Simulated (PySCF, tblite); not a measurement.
**C₅H₁₂BO₂ radical: geometry, infrared bands and EPR parameters**

What infrared bands and EPR parameters should C₅H₁₂BO₂ radical (`CCC[C](C)B(O)O`) show?

Programs: tblite 0.8.0 and PySCF 2.14.0, with density-fitted response routines of our own. Each step states its level of theory. These are calculated values for one molecule in the gas phase, unless marked as measured. Atoms count from 0, in the outputs and in this text.

## 1. The molecule as given

20 atoms, charge 0, multiplicity 2; geometry from: force field or distance geometry start.

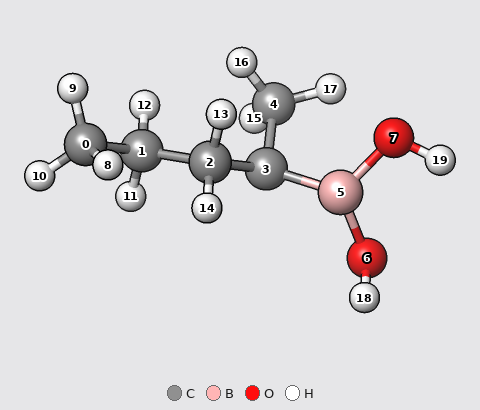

The starting geometry (carbon grey, boron pink, oxygen red, hydrogen white), atoms numbered.

## 2. Geometry optimisation with GFN2-xTB

The job: settings as JSON, then the geometry in Å.

```
{"job": {"kind": "relax", "xc": "GFN2-xTB", "basis": "xTB"}, "charge": 0, "multiplicity": 2}
C      2.949900     0.185200     0.048700
C      1.605100    -0.034900    -0.633700
C      0.543700     0.310700     0.381900
C     -0.790000     0.107100    -0.267000
C     -1.010800    -1.314300    -0.691800
B     -2.040500     0.617200     0.546900
O     -2.849800     1.645100    -0.146800
O     -2.824500    -0.383400     1.285400
H      2.771500     0.794900     0.961800
H      3.342500    -0.810700     0.313400
H      3.618900     0.719000    -0.649700
H      1.507200     0.641000    -1.511900
H      1.473800    -1.045200    -1.005900
H      0.627700    -0.422100     1.218800
H      0.692500     1.338200     0.783200
H     -0.986400    -1.306000    -1.804900
H     -0.199200    -1.926700    -0.263100
H     -2.016200    -1.649200    -0.313300
H     -2.709000     2.547100     0.257000
H     -3.711400    -0.002400     1.487900
```

Launch:

```bash
$ OMP_NUM_THREADS=1 python probes_run.py task.json out
```

One launch serves the whole session: the jobs run in the order shown.

Log:

```text
step      E/eV     max force
  0    -711.19040    3.649
  1    -711.76337    2.374
  2    -712.11320    1.338
  3    -712.17769    0.768
  4    -712.25639    0.816
  5    -712.31464    1.021
  6    -712.38051    0.873
  7    -712.43239    0.616
  8    -712.47926    0.608
  9    -712.51249    0.586
 10    -712.55657    0.713
 11    -712.62170    0.916
 12    -712.69776    1.087
 13    -712.77332    0.710
 14    -712.79546    1.984
 15    -712.85550    1.449
 16    -712.89879    0.405
 17    -712.91709    0.497
 18    -712.93435    0.531
 19    -712.94566    0.415
 20    -712.96383    0.300
 21    -712.97821    0.329
 22    -712.98840    0.341
 23    -712.99752    0.657
 24    -713.00884    0.444
 25    -713.03317    0.451
 26    -713.04695    0.369
 27    -713.06607    0.265
 28    -713.08081    0.249
 29    -713.09314    0.191
 30    -713.10237    0.161
 31    -713.11165    0.174
 32    -713.12174    0.202
 33    -713.13124    0.216
 34    -713.13860    0.226
 35    -713.14486    0.253
 36    -713.15094    0.189
 37    -713.15821    0.189
 38    -713.16887    0.231
 39    -713.17691    0.208
 40    -713.18551    0.215
 41    -713.19345    0.216
 42    -713.20139    0.193
 43    -713.21074    0.196
 44    -713.21848    0.193
 45    -713.22523    0.172
 46    -713.22978    0.179
 47    -713.23451    0.200
 48    -713.24052    0.200
 49    -713.24955    0.212
 50    -713.25617    0.170
 51    -713.26153    0.149
 52    -713.26603    0.236
 53    -713.27028    0.180
 54    -713.27596    0.154
 55    -713.28078    0.155
 56    -713.28601    0.159
 57    -713.29082    0.192
 58    -713.29452    0.133
 59    -713.29736    0.181
 60    -713.30004    0.126
 61    -713.30345    0.147
 62    -713.30779    0.133
 63    -713.31163    0.154
 64    -713.31563    0.160
 65    -713.31980    0.146
 66    -713.32409    0.150
 67    -713.32803    0.168
 68    -713.33113    0.186
 69    -713.33496    0.137
 70    -713.33893    0.141
 71    -713.34249    0.181
 72    -713.34675    0.158
 73    -713.34999    0.133
 74    -713.35185    0.235
 75    -713.35366    0.102
 76    -713.35515    0.099
 77    -713.35775    0.098
 78    -713.35871    0.103
 79    -713.35995    0.099
 80    -713.36160    0.089
 81    -713.36279    0.073
 82    -713.36433    0.089
 83    -713.36597    0.099
 84    -713.36812    0.114
 85    -713.37000    0.094
 86    -713.37194    0.205
 87    -713.37350    0.109
 88    -713.37524    0.094
 89    -713.37633    0.087
 90    -713.37752    0.052
 91    -713.37800    0.047
 92    -713.37829    0.040
 93    -713.37865    0.043
 94    -713.37914    0.055
 95    -713.37958    0.049
 96    -713.37989    0.040
 97    -713.38015    0.042
 98    -713.38044    0.046
 99    -713.38083    0.051
100    -713.38121    0.050
101    -713.38148    0.037
102    -713.38172    0.032
103    -713.38201    0.033
104    -713.38232    0.032
105    -713.38259    0.032
106    -713.38281    0.029
107    -713.38304    0.032
108    -713.38327    0.041
109    -713.38347    0.037
110    -713.38362    0.031
111    -713.38376    0.031
112    -713.38394    0.043
113    -713.38415    0.043
114    -713.38435    0.036
115    -713.38452    0.033
116    -713.38471    0.029
117    -713.38496    0.034
118    -713.38527    0.031
119    -713.38557    0.030
120    -713.38581    0.035
121    -713.38602    0.041
122    -713.38626    0.048
123    -713.38653    0.053
124    -713.38684    0.058
125    -713.38716    0.046
126    -713.38748    0.046
127    -713.38782    0.048
128    -713.38821    0.055
129    -713.38868    0.056
130    -713.38928    0.054
131    -713.38993    0.062
132    -713.39049    0.049
133    -713.39086    0.046
134    -713.39116    0.039
135    -713.39145    0.037
136    -713.39186    0.043
137    -713.39219    0.045
138    -713.39270    0.057
139    -713.39312    0.070
140    -713.39374    0.074
141    -713.39436    0.077
142    -713.39559    0.120
143    -713.39622    0.074
144    -713.39688    0.092
145    -713.39803    0.078
146    -713.39854    0.088
147    -713.39923    0.058
148    -713.39963    0.061
149    -713.40000    0.042
150    -713.40020    0.036
151    -713.40037    0.054
152    -713.40063    0.026
153    -713.40077    0.024
154    -713.40095    0.019
155    -713.40106    0.021
156    -713.40118    0.022
157    -713.40128    0.022
158    -713.40141    0.021
159    -713.40159    0.026
160    -713.40182    0.034
161    -713.40206    0.032
162    -713.40231    0.040
163    -713.40259    0.040
164    -713.40296    0.039
165    -713.40339    0.040
166    -713.40376    0.043
167    -713.40409    0.045
168    -713.40448    0.052
169    -713.40509    0.051
170    -713.40591    0.056
171    -713.40681    0.056
172    -713.40752    0.085
173    -713.40800    0.089
174    -713.40854    0.086
175    -713.40919    0.070
176    -713.40993    0.046
177    -713.41052    0.060
178    -713.41117    0.064
179    -713.41169    0.058
180    -713.41221    0.041
181    -713.41255    0.039
182    -713.41293    0.067
183    -713.41329    0.054
184    -713.41367    0.058
185    -713.41403    0.041
186    -713.41429    0.034
187    -713.41448    0.027
188    -713.41465    0.025
189    -713.41479    0.028
190    -713.41495    0.033
191    -713.41513    0.040
192    -713.41537    0.040
193    -713.41563    0.037
194    -713.41588    0.033
195    -713.41605    0.026
196    -713.41617    0.019
197    -713.41624    0.016
198    -713.41628    0.012
199    -713.41631    0.015
200    -713.41634    0.014
201    -713.41637    0.012
202    -713.41639    0.009
```

Wall time 1.4 s (1 thread of Arm Neoverse V1, shared host).

Step by step: (not every step is listed)

| step | energy from step 0 (eV) | largest force (eV/Å) |
| --- | --- | --- |
| 0 | 0.0000 | 3.6490 |
| 1 | -0.5730 | 2.3743 |
| 2 | -0.9228 | 1.3383 |
| 3 | -0.9873 | 0.7677 |
| 4 | -1.0660 | 0.8162 |
| 5 | -1.1242 | 1.0214 |
| 6 | -1.1901 | 0.8727 |
| 7 | -1.2420 | 0.6160 |
| 8 | -1.2889 | 0.6076 |
| 26 | -1.8566 | 0.3687 |
| 44 | -2.0281 | 0.1927 |
| 62 | -2.1174 | 0.1330 |
| 80 | -2.1712 | 0.0893 |
| 98 | -2.1900 | 0.0458 |
| 116 | -2.1943 | 0.0287 |
| 134 | -2.2008 | 0.0387 |
| 152 | -2.2102 | 0.0260 |
| 170 | -2.2155 | 0.0559 |
| 188 | -2.2243 | 0.0251 |
| 197 | -2.2258 | 0.0157 |
| 198 | -2.2259 | 0.0121 |
| 199 | -2.2259 | 0.0152 |
| 200 | -2.2259 | 0.0136 |
| 201 | -2.2260 | 0.0119 |
| 202 | -2.2260 | 0.0093 |

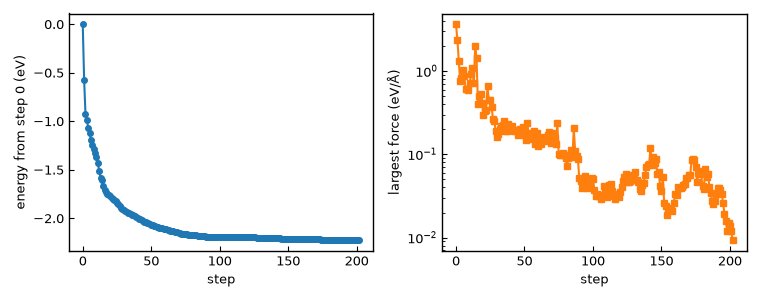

Energy and largest force along the relaxation.

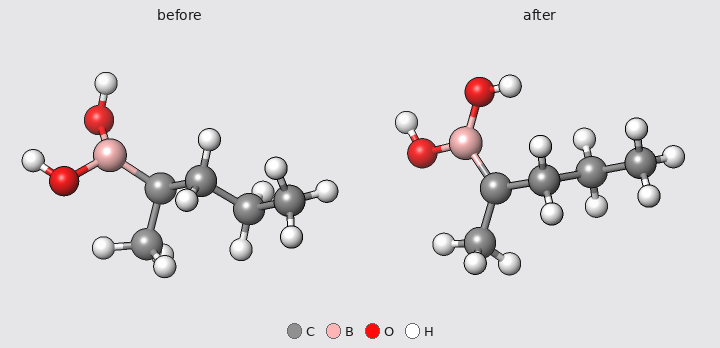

Before and after, at one scale.

Distances of close pairs at the start and the end, largest changes first:

| bond | before (Å) | after (Å) | change (Å) |
| --- | --- | --- | --- |
| B5–O7 | 1.470 | 1.365 | -0.105 |
| B5–O6 | 1.481 | 1.378 | -0.103 |
| O6–H18 | 0.998 | 0.955 | -0.043 |
| C4–H17 | 1.125 | 1.085 | -0.040 |
| C3–B5 | 1.577 | 1.539 | -0.038 |
| C1–C2 | 1.509 | 1.542 | +0.033 |
| O7–H19 | 0.986 | 0.957 | -0.029 |
| C0–H8 | 1.112 | 1.088 | -0.024 |

The final coordinates are the input of the step that follows.

## 3. Harmonic vibrations with GFN2-xTB

The job: settings as JSON, then the geometry in Å.

```
{"job": {"kind": "ir", "xc": "GFN2-xTB", "basis": "xTB"}, "charge": 0, "multiplicity": 2}
C      2.721202     0.758307    -0.246555
C      1.280558     0.413396    -0.601196
C      0.540176    -0.228128     0.590204
C     -0.881052    -0.540858     0.250525
C     -1.165614    -1.936923    -0.173273
B     -1.983537     0.532312     0.256686
O     -1.770166     1.850853     0.594359
O     -3.257621     0.180495    -0.084398
H      2.755876     1.452072     0.590861
H      3.271318    -0.138022     0.031239
H      3.222528     1.219532    -1.094325
H      0.748817     1.314412    -0.913953
H      1.265914    -0.283680    -1.440793
H      1.073278    -1.138606     0.876028
H      0.588159     0.469109     1.434193
H     -0.612467    -2.183662    -1.084354
H     -0.844145    -2.650039     0.590329
H     -2.226419    -2.065584    -0.362391
H     -0.869688     2.064060     0.829594
H     -3.862265     0.921631    -0.045818
```

Log:

```text
mode    cm-1     km/mol
  1      53.4      0.45
  2      63.3      1.75
  3      81.0      0.02
  4      95.8      1.20
  5     144.9      0.85
  6     190.2      1.98
  7     227.8      0.13
  8     305.2      0.10
  9     315.7      5.96
 10     343.5      0.26
 11     420.1     12.93
 12     469.2      6.00
 13     511.1     68.75
 14     542.9      0.48
 15     597.9    296.96
 16     693.8      8.58
 17     785.5      6.14
 18     890.6      5.41
 19     915.3     11.25
 20     941.6    108.67
 21     959.7    141.58
 22     971.3      1.89
 23     993.9     18.16
 24    1044.4     37.53
 25    1083.5      3.55
 26    1088.9     10.37
 27    1157.8    276.49
 28    1220.0     10.50
 29    1222.9    325.23
 30    1249.6     29.22
 31    1265.9      4.34
 32    1283.5     15.51
 33    1333.6      7.53
 34    1358.1    121.82
 35    1385.3     41.15
 36    1414.0      1.35
 37    1463.3      6.70
 38    1466.8      9.37
 39    1490.0      2.76
 40    1496.7      0.42
 41    1501.8      2.97
 42    1505.6      1.64
 43    2916.9     36.93
 44    2924.9     29.87
 45    2953.7      6.96
 46    2957.9     44.55
 47    2975.9     59.38
 48    2990.8     30.46
 49    3029.7     55.37
 50    3033.6     50.77
 51    3038.6     30.39
 52    3067.4     15.24
 53    3631.0     19.57
 54    3663.3     10.88
```

It took 0.71 s on 1 thread of Arm Neoverse V1, shared host.

The strongest bands and the atoms that carry them (share of the mass-weighted mode):

| cm⁻¹ | km/mol | atoms |
| --- | --- | --- |
| 511 | 68.8 | H18 87 % |
| 598 | 297.0 | H19 55 %, B5 24 %, O7 11 % |
| 942 | 108.7 | H19 28 %, O7 21 %, H18 16 % |
| 960 | 141.6 | H18 51 %, H19 29 %, O6 12 % |
| 1158 | 276.5 | B5 28 %, H19 11 % |
| 1223 | 325.2 | B5 51 %, O7 13 %, C3 12 % |
| 1358 | 121.8 | C3 37 %, B5 29 % |
| 2976 | 59.4 | H11 58 %, H12 25 % |

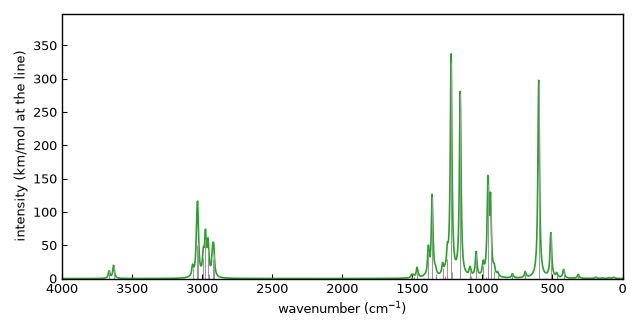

The infrared spectrum from these modes, unscaled. Lines are broadened to a width of 14 cm⁻¹ (Lorentzian).

## 4. EPR parameters: B3LYP/pcH-1

The job, as its differences from that of step 3:

```diff
@@ -1,2 +1,2 @@
-{"job": {"kind": "ir", "xc": "GFN2-xTB", "basis": "xTB"}, "charge": 0, "multiplicity": 2}
+{"job": {"kind": "epr", "basis": "pcH-1"}, "charge": 0, "multiplicity": 2}
 C      2.721202     0.758307    -0.246555
```

Method: UKS B3LYP, pcH-1 on B C H O, non-relativistic, mean-field spin-orbit, GIAO.

Log:

```text
UKS, coarse grid
  cycle   1  E = -372.97498990  |g| = 7.28e-01
  cycle   2  E = -372.75772305  |g| = 1.08e+00
  cycle   3  E = -373.17207296  |g| = 9.36e-02
  cycle   4  E = -373.17537988  |g| = 4.11e-02
  cycle   5  E = -373.17621497  |g| = 6.96e-03
  cycle   6  E = -373.17623720  |g| = 3.51e-03
  cycle   7  E = -373.17624292  |g| = 1.60e-03
  cycle   8  E = -373.17624344  |g| = 6.67e-04
UKS, final grid
  cycle   1  E = -373.17611399  |g| = 9.86e-04
  cycle   2  E = -373.17611338  |g| = 1.67e-03
  cycle   3  E = -373.17611434  |g| = 1.09e-04
  cycle   4  E = -373.17611434  |g| = 2.53e-05
E = -373.17611434 Eh   <S^2> = 0.7531 (exact 0.7500)
g shifts (ppm)      1          2          3
  rmc          -151       -151       -151
  gc             -5         31         32
  oz_so         -10        693       1140
  total        -166        574       1022
hyperfine (MHz)  atom isotope    a_iso     a_fc   dipolar eigenvalues
    0   13C       3.28       3.28     -1.26     -1.21      2.47
    1   13C      61.11      61.11     -4.97     -4.81      9.78
    2   13C     -26.44     -26.44     -2.11      0.47      1.64
    3   13C      65.95      65.95    -69.82    -69.46    139.28
    4   13C     -28.97     -28.97     -2.39      0.96      1.43
    5   11B     -28.11     -28.11     -7.02      0.38      6.64
    6   17O      -3.24      -3.24    -10.87      5.13      5.74
    7   17O      -2.20      -2.20    -13.40      5.97      7.43
    8    1H      -0.59      -0.59     -1.50     -0.68      2.18
    9    1H      -0.58      -0.58     -1.41     -0.74      2.15
   10    1H       2.71       2.71     -1.32     -0.52      1.83
   11    1H      -2.09      -2.09     -4.94     -1.81      6.75
   12    1H      -3.54      -3.54     -4.65     -1.79      6.44
   13    1H      14.06      14.06     -4.08     -3.63      7.71
   14    1H      43.11      43.11     -4.25     -4.19      8.44
   15    1H     113.15     113.15     -4.87     -3.27      8.13
   16    1H      89.99      89.99     -4.58     -3.55      8.13
   17    1H       2.95       2.95     -4.28     -3.77      8.04
   18    1H      -2.71      -2.71     -3.72     -0.73      4.45
   19    1H      -4.57      -4.57     -4.24     -2.71      6.95
```

Wall time 1.8 min (1 thread of Arm Neoverse V1, shared host); peak memory 1.1 GiB.

Principal g values 2.00215, 2.00289, 2.00334; g(iso) = 2.00280, against 2.00232 for a free electron.

Hyperfine couplings; where a row names several nuclei, a(iso) is their mean (it holds for fast rotation or exchange) and the dipolar term the largest among them:

| nuclei | isotope | a(iso) (MHz) | a(iso) (G, at g = 2.0023) | largest dipolar term (MHz) |
| --- | --- | --- | --- | --- |
| H15, H16, H17 | 1H | 68.7 | 24.5 | 8.1 |
| C3 | 13C | 65.9 | 23.5 | 139.3 |
| C1 | 13C | 61.1 | 21.8 | 9.8 |
| C4 | 13C | -29.0 | -10.3 | -2.4 |
| H13, H14 | 1H | 28.6 | 10.2 | 8.4 |
| B5 | 11B | -28.1 | -10.0 | -7.0 |
| C2 | 13C | -26.4 | -9.4 | -2.1 |
| H18, H19 | 1H | -3.6 | -1.3 | 7.0 |
| C0 | 13C | 3.3 | 1.2 | 2.5 |
| H11, H12 | 1H | -2.8 | -1.0 | 6.8 |
| O6, O7 | 17O | -2.7 | -1.0 | -13.4 |
| H8, H9, H10 | 1H | 0.5 | 0.2 | 2.2 |

Mulliken spin populations:

C0 0.01; C1 0.04; C2 -0.07; C3 0.91; C4 -0.08; B5 0.03; O6 0.03; O7 0.03; H8 0.00; H9 0.00; H10 0.00; H11 0.00; H12 0.00; H13 0.01; H14 0.02; H15 0.05; H16 0.04; H17 0.00; H18 0.00; H19 0.00

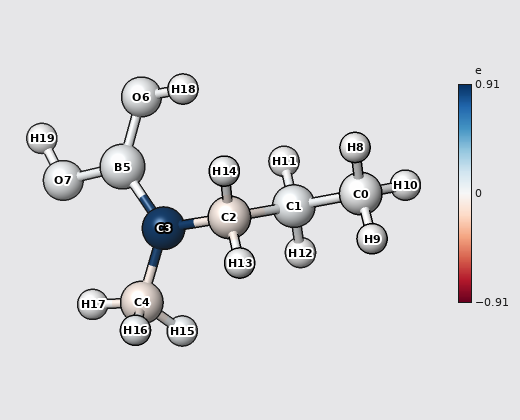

Mulliken spin populations, as colours on the atoms.

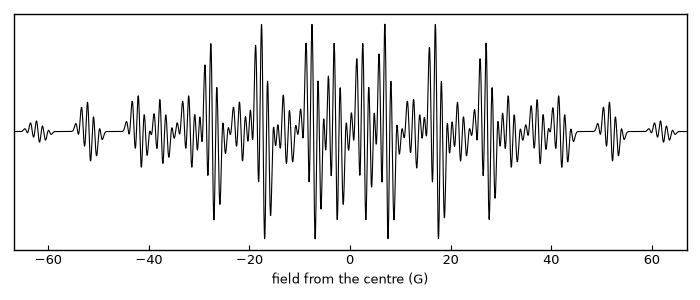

First-order isotropic spectrum (first derivative, main isotopes with spin only, couplings over 0.8 MHz, Gaussian width 0.3 G; couplings of the frozen geometry, rotation of groups not averaged beyond the rows shown).

The fields below are evaluated on a grid from the run's orbitals.

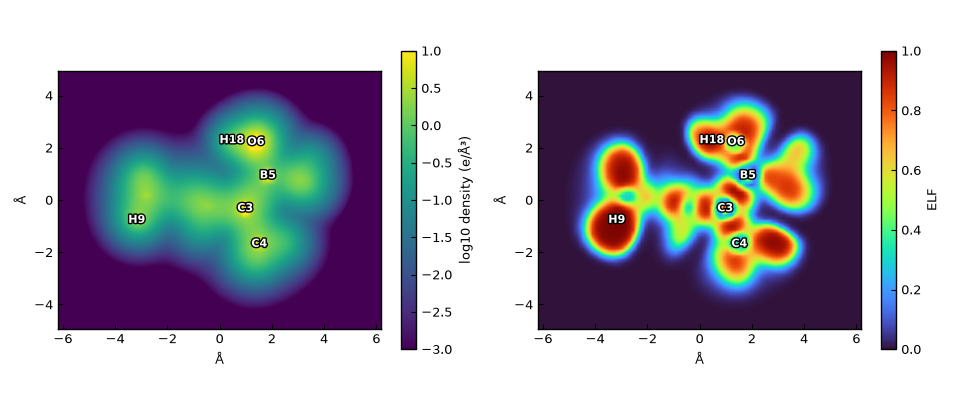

Density (left) and ELF (right) in a plane through or near 6 of the atoms.

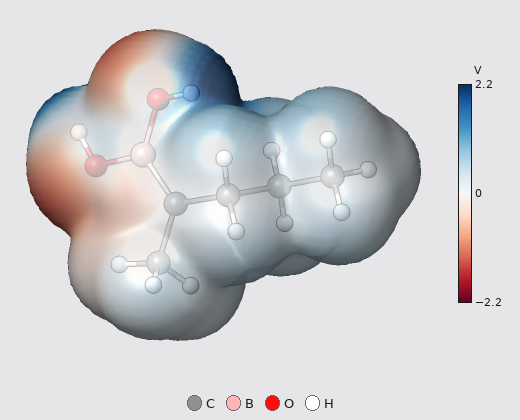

The potential that a unit positive charge feels on the 0.002 e/bohr³ surface, from -1.40 V near O7 to 2.20 V near H18.

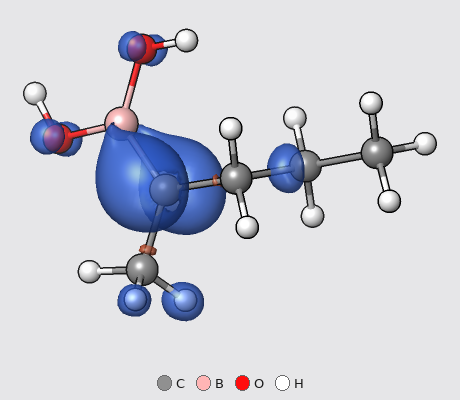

Spin density at ±0.04 e/Å³ (alpha excess blue, beta excess red).

## 5. Outcome

| quantity | value |
| --- | --- |
| strongest single infrared mode (GFN2-xTB) | 1223 cm⁻¹, 325 km/mol |
| zero-point energy (GFN2-xTB) | 105.4 kcal/mol |
| g(iso) (B3LYP) | 2.00280 |
| ⟨S²⟩ | 0.753 (exact 0.75) |
| largest a(iso) (averaged by class) | 1H on H15, H16, H17, 68.7 MHz |
| surface potential, least and greatest | -1.40 V and 2.20 V |

**Reading.** Relaxing lowered the energy by 2.226 eV in 202 steps; the close pair that moved most is B5–O7, from 1.470 to 1.365 Å. No mode is imaginary among the 54: a minimum at this level. Unscaled tight-binding wavenumbers are off by several per cent, some by more. Its intensities can rank the bands wrongly. C3 carries the largest spin population, 0.91 e. The isotropic g lies 0.5 ppt above the free-electron value.
